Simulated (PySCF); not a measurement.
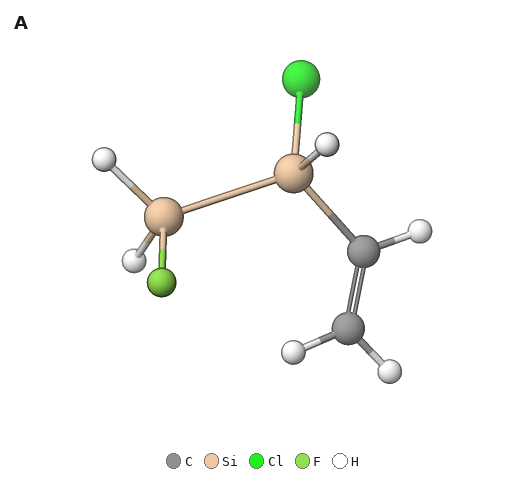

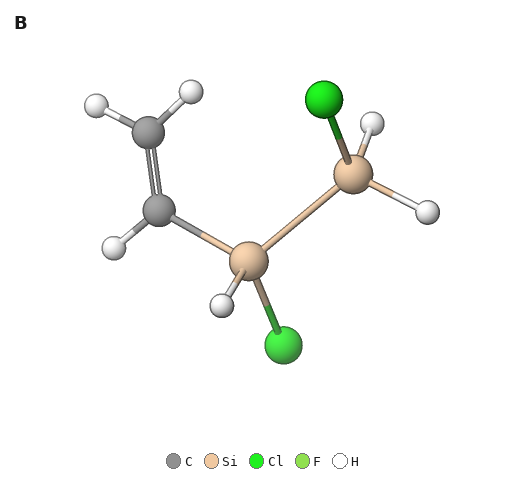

Two related species, optimised with GFN2-xTB; properties computed with PySCF 2.14.0. Both: charge 0, singlet.

What are A and B?

Answer. A is C2H6ClFSi2 (C=C[Si@@H](Cl)[SiH2]F), B is C2H6Cl2Si2 (C=C[Si@@H](Cl)[SiH2]Cl).

Compare them. With CAM-B3LYP/def2-SVPD: dipole moment (D), HOMO–LUMO gap (eV), HOMO energy (Kohn–Sham orbital) (eV), lowest vertical singlet excitation (eV), mean static polarisability (bohr³).

```
                               quantity      A      B
                      dipole moment (D)   0.91   0.94
                     HOMO–LUMO gap (eV)   9.28   9.31
   HOMO energy (Kohn–Sham orbital) (eV)  −9.50  −9.38
lowest vertical singlet excitation (eV)   5.99   6.06
     mean static polarisability (bohr³)   89.5  103.1
```

Each is one conformer, and no frequency run is at hand to confirm it as a minimum.

The geometry is semi-empirical. Around Si such bond lengths and angles can be off by a tenth of an ångström or more and by several degrees, and values that hang on the shape move with them.
